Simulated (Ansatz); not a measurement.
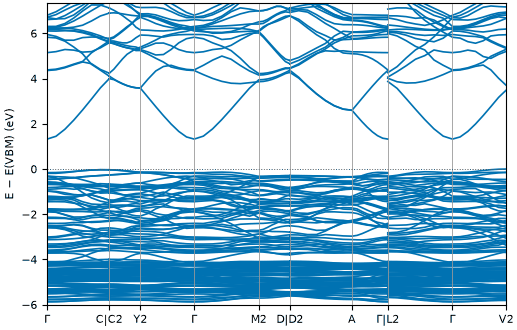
Band structure from PBE (plane waves, PAW; program Ansatz)

The gap is 1.32 eV; an edge lies off the plotted path or next to a special point (maximum off the standard path, minimum at Γ).

The material is MgZn₃O₄ in space group C2 (No. 5; Pearson symbol mS64).

The start of the workflow was typed in or built on a structure type; neither database checked (COD, Materials Project) lists it. Whether it is the stable phase at ambient conditions was not checked. Symmetry was held in the PBE relaxation; its stability against distortions is not shown here.

Potentials: the later of the program's two PAW sets.
